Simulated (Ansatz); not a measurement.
# C$_{8}$H$_{15}$BrN$_{2}$ (charge −1): geometry relaxation (part 2 of 3)

C$_{8}$H$_{15}$BrN$_{2}$ (1-butyl-3-methylimidazolium bromide), charge −1, multiplicity 2; UKS PBE-D4/def2-SVP (Ansatz 0.2.0). The geometry: PBE-D4/def2-SVP start.

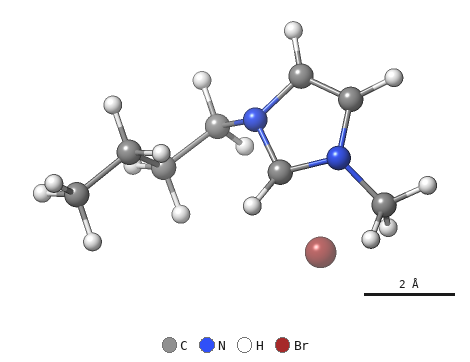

Fig. 1: The geometry at step 6 of the log (ball-and-stick view, seen at a tilt).

Trajectory as extended XYZ, continued:
```
26
Properties=species:S:1:pos:R:3:forces:R:3 step=2 energy=-81524.70996
C    -3.4180   -1.3193    0.2729    0.0072   0.0152  -0.0096
C    -2.3712   -0.2045    0.3376    0.0366   0.0453   0.0264
C    -1.6858    0.0598   -1.0080   -0.0489  -0.0334  -0.0336
C    -0.6403    1.1743   -0.9990    0.5156   0.0339   0.1244
N     0.4262    0.9317   -0.0343   -1.1175   0.7346   0.0588
C     1.2381    1.9230    0.5198    0.1362   0.0132   0.0318
C     2.3719    1.3245    1.0051   -0.0864  -0.0469  -0.1144
N     2.2762   -0.0404    0.7525    0.9020  -0.0104   0.6911
C     3.3510   -1.0032    0.7940   -0.2196   0.3980  -0.2068
C     1.1323   -0.2648    0.0037   -0.3338  -0.9484  -0.0378
H    -4.2231   -1.0799   -0.4572    0.0095  -0.0240   0.0021
H    -3.9013   -1.4910    1.2588    0.0055  -0.0034  -0.0148
H    -2.9539   -2.2803   -0.0432    0.0027   0.0273   0.0053
H    -2.8524    0.7363    0.6943    0.0168  -0.0082   0.0191
H    -1.5998   -0.4684    1.0977    0.0363  -0.0209  -0.0610
H    -1.2080   -0.8698   -1.3904    0.0389   0.0385   0.0086
H    -2.4522    0.3274   -1.7699   -0.0220   0.0067  -0.0142
H    -0.1917    1.2597   -2.0181   -0.0424  -0.0084  -0.1622
H    -1.1109    2.1409   -0.7153   -0.0519   0.0548  -0.0548
H     0.9214    2.9712    0.5452   -0.0104   0.0332   0.0756
H     3.2315    1.7485    1.5367   -0.0032   0.0350   0.0320
H     2.9719   -1.9622    1.2265   -0.0078  -0.0906   0.0243
H     4.1643   -0.6161    1.4376    0.0674  -0.0207   0.0139
H     3.7194   -1.2027   -0.2398    0.0469  -0.0723  -0.0523
H     0.6871   -1.2549   -0.1416   -0.0903  -0.0735   0.2707
Br    2.1174   -0.5397   -2.6657    0.2128  -0.0747  -0.6226
26
Properties=species:S:1:pos:R:3:forces:R:3 step=3 energy=-81524.93852
C    -3.4021   -1.3076    0.2612    0.0178  -0.0040   0.0065
C    -2.3530   -0.1931    0.3217   -0.0191  -0.0644  -0.0165
C    -1.6782    0.0739   -1.0290   -0.0511  -0.0172  -0.0168
C    -0.6192    1.1791   -1.0020   -0.0288   0.0347  -0.0866
N     0.3558    0.9300    0.0449   -0.0849  -0.1287   0.1867
C     1.2035    1.9163    0.5659    0.1436  -0.0404  -0.0184
C     2.3515    1.3243    1.0251   -0.0661   0.0237  -0.1051
N     2.2655   -0.0453    0.8134   -0.2074  -0.1084   0.0399
C     3.3592   -0.9774    0.7609   -0.0322  -0.1685   0.0068
C     1.0578   -0.3030    0.1268    0.1222   0.1823   0.1179
H    -4.2122   -1.0765   -0.4650    0.0147   0.0063  -0.0014
H    -3.8815   -1.4841    1.2480    0.0083   0.0089  -0.0061
H    -2.9413   -2.2681   -0.0579   -0.0049   0.0304  -0.0062
H    -2.8234    0.7454    0.6979    0.0278  -0.0138   0.0011
H    -1.5670   -0.4683    1.0624   -0.0449   0.0358  -0.0382
H    -1.1912   -0.8529   -1.4059    0.0168   0.0141  -0.0228
H    -2.4414    0.3411   -1.7953   -0.0001   0.0028   0.0122
H    -0.1385    1.2282   -2.0152    0.0979  -0.0195   0.0931
H    -1.1023    2.1586   -0.7719    0.0449  -0.0249  -0.0486
H     0.8969    2.9687    0.5928    0.0029   0.0070   0.0489
H     3.2235    1.7655    1.5250   -0.0351   0.0259  -0.0018
H     3.0259   -1.9574    1.2019    0.1034   0.1433  -0.0773
H     4.2055   -0.5995    1.3715   -0.0018   0.0010  -0.0353
H     3.6826   -1.1732   -0.2926   -0.0568   0.0724  -0.0152
H     0.6092   -1.2979    0.0299   -0.0187   0.0427   0.1775
Br    2.1146   -0.6269   -2.8143    0.0515  -0.0415  -0.1941
26
Properties=species:S:1:pos:R:3:forces:R:3 step=4 energy=-81525.02901
C    -3.4153   -1.3045    0.2360    0.0143   0.0111  -0.0195
C    -2.3638   -0.1941    0.2998   -0.0131  -0.0427  -0.0051
C    -1.6698    0.0734   -1.0407    0.0502  -0.0129   0.0009
C    -0.5920    1.1630   -0.9802   -0.1202   0.0909  -0.2368
N     0.3199    0.9252    0.1328    0.0379  -0.1659   0.1685
C     1.1929    1.9176    0.6081    0.0483  -0.0172  -0.0305
C     2.3515    1.3327    1.0413    0.0005   0.0345  -0.0516
N     2.2581   -0.0417    0.8675   -0.2006  -0.1558   0.0569
C     3.3681   -0.9508    0.7158    0.1227  -0.2085  -0.0483
C     1.0195   -0.3101    0.2427    0.1599   0.2497  -0.0382
H    -4.2220   -1.0705   -0.4922   -0.0052   0.0080  -0.0070
H    -3.8963   -1.4807    1.2217    0.0022   0.0077  -0.0054
H    -2.9566   -2.2640   -0.0851    0.0004   0.0007  -0.0098
H    -2.8284    0.7464    0.6763   -0.0010   0.0013  -0.0053
H    -1.5854   -0.4677    1.0461   -0.0420   0.0201   0.0037
H    -1.1817   -0.8537   -1.4160    0.0053  -0.0091  -0.0127
H    -2.4175    0.3531   -1.8177    0.0238   0.0176   0.0183
H    -0.0445    1.1772   -1.9637    0.0258  -0.0493   0.1934
H    -1.0692    2.1597   -0.8102    0.0744  -0.0800  -0.0033
H     0.8898    2.9714    0.6375    0.0022   0.0034   0.0195
H     3.2363    1.7874    1.5070   -0.0337   0.0025  -0.0182
H     3.0975   -1.9478    1.1571    0.0499   0.1797  -0.1034
H     4.2517   -0.5703    1.2743   -0.0743   0.0150  -0.0557
H     3.6208   -1.1109   -0.3663   -0.0968   0.0682   0.0783
H     0.5585   -1.3044    0.2163   -0.0292   0.0428   0.1402
Br    2.0779   -0.7356   -2.9083   -0.0014  -0.0117  -0.0288
26
Properties=species:S:1:pos:R:3:forces:R:3 step=5 energy=-81525.08732
C    -3.4338   -1.3026    0.2025   -0.0051   0.0034  -0.0013
C    -2.3822   -0.1957    0.2857    0.0092  -0.0079  -0.0205
C    -1.6497    0.0606   -1.0371    0.0297   0.0522  -0.0050
C    -0.5687    1.1451   -0.9532   -0.0105  -0.0070  -0.1480
N     0.2992    0.9210    0.2092    0.0526   0.0007   0.0899
C     1.1941    1.9195    0.6363    0.0108  -0.0224   0.0047
C     2.3608    1.3387    1.0477   -0.0153   0.0405  -0.0142
N     2.2546   -0.0419    0.9146   -0.0030  -0.0720   0.0915
C     3.3753   -0.9288    0.6669    0.0853  -0.0838  -0.1241
C     1.0003   -0.3095    0.3282    0.0292  -0.0423  -0.1494
H    -4.2308   -1.0648   -0.5351    0.0022   0.0028  -0.0095
H    -3.9265   -1.4776    1.1826   -0.0126  -0.0055  -0.0114
H    -2.9722   -2.2621   -0.1140   -0.0048  -0.0026  -0.0107
H    -2.8532    0.7491    0.6436   -0.0070   0.0004  -0.0157
H    -1.6287   -0.4616    1.0586   -0.0284   0.0106  -0.0021
H    -1.1601   -0.8702   -1.4020    0.0082   0.0046   0.0107
H    -2.3754    0.3508   -1.8309    0.0146  -0.0140   0.0090
H     0.0371    1.1235   -1.9007   -0.0442  -0.0266   0.1529
H    -1.0354    2.1525   -0.8277    0.0447  -0.0823   0.0069
H     0.8957    2.9752    0.6621    0.0044   0.0034  -0.0057
H     3.2583    1.8031    1.4786   -0.0230  -0.0140  -0.0211
H     3.1533   -1.9361    1.0977    0.0233   0.0891  -0.0708
H     4.2853   -0.5401    1.1765   -0.0867   0.0010  -0.0534
H     3.5512   -1.0492   -0.4369   -0.0669   0.0365   0.1282
H     0.5120   -1.2948    0.4022    0.0099   0.1226   0.1348
Br    2.0396   -0.8038   -2.9554   -0.0167   0.0127   0.0342
26
Properties=species:S:1:pos:R:3:forces:R:3 step=6 energy=-81525.12622
C    -3.4518   -1.3027    0.1748   -0.0100  -0.0017  -0.0122
C    -2.4022   -0.1955    0.2733    0.0172   0.0165  -0.0038
C    -1.6357    0.0496   -1.0323    0.0402  -0.0140   0.0337
C    -0.5517    1.1266   -0.9309   -0.0032   0.0186  -0.0172
N     0.2973    0.9171    0.2564    0.0111   0.0263  -0.0160
C     1.2046    1.9191    0.6487   -0.0173  -0.0132   0.0123
C     2.3745    1.3402    1.0487   -0.0055   0.0292  -0.0100
N     2.2602   -0.0450    0.9440    0.0705  -0.0365   0.0608
C     3.3826   -0.9159    0.6234    0.0009   0.0141  -0.0834
C     0.9943   -0.3145    0.3814   -0.1088  -0.2793  -0.0920
H    -4.2364   -1.0640   -0.5756    0.0003  -0.0020  -0.0103
H    -3.9608   -1.4788    1.1466   -0.0083   0.0015  -0.0163
H    -2.9854   -2.2618   -0.1358   -0.0045  -0.0014  -0.0063
H    -2.8819    0.7531    0.6095   -0.0098  -0.0048  -0.0115
H    -1.6702   -0.4517    1.0695   -0.0216   0.0105  -0.0060
H    -1.1392   -0.8847   -1.3782    0.0010  -0.0086   0.0132
H    -2.3424    0.3353   -1.8446    0.0310  -0.0007   0.0060
H     0.0806    1.0874   -1.8560   -0.0197  -0.0185   0.0631
H    -1.0139    2.1363   -0.8278    0.0180  -0.0176   0.0069
H     0.9131    2.9775    0.6592    0.0071  -0.0052  -0.0152
H     3.2818    1.8097    1.4521   -0.0088  -0.0126  -0.0158
H     3.1925   -1.9320    1.0387    0.0085   0.0214  -0.0349
H     4.3062   -0.5225    1.1007   -0.0330  -0.0043  -0.0321
H     3.5034   -1.0044   -0.4892   -0.0359   0.0192   0.0853
H     0.4709   -1.2734    0.5894    0.0949   0.2383   0.0665
Br    2.0097   -0.8051   -2.9462   -0.0143   0.0246   0.0352
26
Properties=species:S:1:pos:R:3:forces:R:3 step=7 energy=-81525.15092
C    -3.4703   -1.3018    0.1443   -0.0163  -0.0100   0.0150
C    -2.4238   -0.1936    0.2680    0.0266   0.0106  -0.0271
C    -1.6129    0.0289   -1.0149   -0.0506   0.0558  -0.0118
C    -0.5408    1.1138   -0.9063    0.0189  -0.0729   0.0380
N     0.3008    0.9106    0.2881    0.0444   0.0663   0.0056
C     1.2154    1.9147    0.6533   -0.0023  -0.0094  -0.0139
C     2.3900    1.3383    1.0387    0.0057   0.0109   0.0148
N     2.2682   -0.0505    0.9616    0.0837  -0.0118  -0.0002
C     3.3866   -0.9087    0.5833   -0.0271   0.0139  -0.0483
C     0.9877   -0.3281    0.4250   -0.2001  -0.3196   0.1109
H    -4.2336   -1.0667   -0.6297    0.0204  -0.0005   0.0002
H    -4.0073   -1.4731    1.1021   -0.0075  -0.0029  -0.0248
H    -2.9950   -2.2622   -0.1490   -0.0084   0.0053   0.0003
H    -2.9170    0.7593    0.5726    0.0072  -0.0134  -0.0200
H    -1.7199   -0.4366    1.0936   -0.0310   0.0066  -0.0116
H    -1.1060   -0.9109   -1.3307    0.0098   0.0252   0.0258
H    -2.2936    0.3031   -1.8535    0.0165  -0.0323   0.0083
H     0.1057    1.0660   -1.8192   -0.0134  -0.0010   0.0045
H    -1.0037    2.1240   -0.8150   -0.0073  -0.0251   0.0087
H     0.9333    2.9759    0.6383    0.0046  -0.0183  -0.0163
H     3.3081    1.8118    1.4128   -0.0150  -0.0198  -0.0164
H     3.2207   -1.9331    0.9854    0.0055   0.0136  -0.0223
H     4.3251   -0.5148    1.0303   -0.0290  -0.0038  -0.0203
H     3.4604   -0.9721   -0.5345   -0.0105   0.0043   0.0651
H     0.4376   -1.2411    0.7749    0.1809   0.3010  -0.0814
Br    1.9841   -0.7531   -2.9196   -0.0058   0.0273   0.0173
26
Properties=species:S:1:pos:R:3:forces:R:3 step=8 energy=-81525.16532
C    -3.5086   -1.3073    0.1054   -0.0509  -0.0213  -0.0053
C    -2.4729   -0.1921    0.2606    0.0381   0.0331  -0.0027
C    -1.5991    0.0050   -0.9853    0.0397  -0.0539   0.0586
C    -0.5329    1.0921   -0.8587   -0.0533   0.0945  -0.0736
N     0.3148    0.9127    0.3375    0.0011  -0.0631  -0.0099
C     1.2502    1.9170    0.6488   -0.0339  -0.0163   0.0073
C     2.4281    1.3411    1.0237    0.0097   0.0055  -0.0771
N     2.2968   -0.0492    0.9782   -0.0145  -0.0992   0.0182
C     3.3969   -0.9076    0.5422   -0.0009  -0.0065  -0.0303
C     0.9878   -0.3331    0.5034   -0.0567  -0.1207   0.1479
H    -4.2240   -1.0911   -0.7211    0.0546  -0.0166   0.0527
H    -4.1047   -1.4590    1.0331    0.0322   0.0087  -0.0667
H    -3.0143   -2.2730   -0.1388   -0.0267   0.0302   0.0126
H    -2.9864    0.7663    0.5133    0.0201  -0.0367  -0.0134
H    -1.8134   -0.4114    1.1304   -0.0385   0.0187  -0.0497
H    -1.0659   -0.9378   -1.2475   -0.0440   0.0206   0.0129
H    -2.2405    0.2448   -1.8666    0.0774  -0.0017   0.0669
H     0.1159    1.0486   -1.7716   -0.0071  -0.0108   0.0343
H    -1.0088    2.0977   -0.7773    0.0125  -0.0075   0.0180
H     0.9836    2.9814    0.5935   -0.0045  -0.0385  -0.0008
H     3.3648    1.8169    1.3490   -0.0538  -0.0362  -0.0295
H     3.2507   -1.9354    0.9446    0.0005   0.0382  -0.0159
H     4.3575   -0.5166    0.9463   -0.0651  -0.0129  -0.0251
H     3.4188   -0.9620   -0.5797   -0.0076   0.0205   0.0941
H     0.4366   -1.2093    0.9358    0.1665   0.2573  -0.1211
Br    1.9691   -0.6386   -2.8993    0.0051   0.0147  -0.0025
26
Properties=species:S:1:pos:R:3:forces:R:3 step=9 energy=-81525.17257
C    -3.5196   -1.3125    0.0861   -0.0731  -0.0336  -0.0111
C    -2.4953   -0.1892    0.2610    0.0482   0.0326   0.0126
C    -1.5760   -0.0157   -0.9550   -0.0587   0.0127  -0.0521
C    -0.5324    1.0909   -0.8303   -0.0422  -0.0340  -0.0486
N     0.3148    0.9151    0.3655    0.0016  -0.0195   0.1152
C     1.2598    1.9168    0.6486    0.0858  -0.0037  -0.0606
C     2.4491    1.3393    0.9836   -0.0295   0.0243   0.0694
N     2.3033   -0.0512    0.9853    0.0212  -0.0029  -0.0598
C     3.3846   -0.9207    0.5266    0.0411  -0.0224  -0.0567
C     0.9822   -0.3310    0.5452   -0.0484  -0.0358   0.0735
H    -4.1929   -1.1192   -0.7819    0.0731  -0.0205   0.0873
H    -4.1632   -1.4415    0.9863    0.0581   0.0073  -0.0829
H    -3.0126   -2.2836   -0.1089   -0.0370   0.0512   0.0183
H    -3.0244    0.7717    0.4702    0.0348  -0.0500  -0.0154
H    -1.8693   -0.3841    1.1620   -0.0494   0.0154  -0.0656
H    -1.0275   -0.9604   -1.1780   -0.0334   0.0600   0.0224
H    -2.1873    0.1975   -1.8640    0.0452  -0.0294   0.0670
H     0.1210    1.0531   -1.7405   -0.0147   0.0070   0.0229
H    -1.0209    2.0906   -0.7474    0.0034  -0.0314   0.0059
H     0.9988    2.9814    0.5805    0.0055  -0.0266  -0.0186
H     3.4011    1.8143    1.2636   -0.0692  -0.0462  -0.0151
H     3.2418   -1.9460    0.9356   -0.0065   0.0382  -0.0092
H     4.3575   -0.5340    0.9044   -0.0631  -0.0226  -0.0179
H     3.3791   -0.9726   -0.5957    0.0108   0.0077   0.0853
H     0.4356   -1.1866    1.0084    0.0890   0.1140  -0.0703
Br    1.9929   -0.5223   -2.9110    0.0074   0.0083   0.0041
26
Properties=species:S:1:pos:R:3:forces:R:3 step=10 energy=-81525.17665
C    -3.5228   -1.3183    0.0861   -0.0565  -0.0303  -0.0048
C    -2.5095   -0.1855    0.2614    0.0228   0.0112   0.0109
C    -1.5739   -0.0243   -0.9417   -0.0469   0.0297  -0.0365
C    -0.5398    1.0891   -0.8169   -0.0091  -0.0497  -0.0526
N     0.3136    0.9184    0.3773    0.0386   0.0546   0.0083
C     1.2738    1.9154    0.6263    0.0487   0.0023   0.0736
C     2.4564    1.3335    0.9750   -0.0134   0.0209  -0.0505
N     2.3044   -0.0557    0.9803    0.0070   0.0164   0.0304
C     3.3773   -0.9323    0.5175    0.0264  -0.0054  -0.0052
C     0.9787   -0.3273    0.5560    0.0044  -0.0438   0.0126
H    -4.1741   -1.1469   -0.8016    0.0484  -0.0132   0.0642
H    -4.1875   -1.4314    0.9714    0.0383   0.0010  -0.0511
H    -3.0079   -2.2910   -0.0756   -0.0251   0.0460   0.0136
H    -3.0479    0.7747    0.4460    0.0224  -0.0383  -0.0106
H    -1.8980   -0.3612    1.1751   -0.0301   0.0081  -0.0468
H    -1.0191   -0.9688   -1.1439   -0.0133   0.0400   0.0190
H    -2.1709    0.1730   -1.8619    0.0118  -0.0167   0.0364
H     0.1137    1.0567   -1.7268   -0.0074   0.0159   0.0063
H    -1.0349    2.0848   -0.7311   -0.0073  -0.0183  -0.0014
H     1.0236    2.9804    0.5357   -0.0049  -0.0134   0.0037
H     3.4126    1.8030    1.2445   -0.0342  -0.0204  -0.0245
H     3.2234   -1.9570    0.9212   -0.0040   0.0082  -0.0020
H     4.3514   -0.5565    0.8993   -0.0209  -0.0125  -0.0025
H     3.3752   -0.9745   -0.6033    0.0019   0.0059   0.0260
H     0.4372   -1.1767    1.0234   -0.0022  -0.0043  -0.0053
Br    2.0450   -0.4214   -2.8939    0.0048   0.0060  -0.0111
```
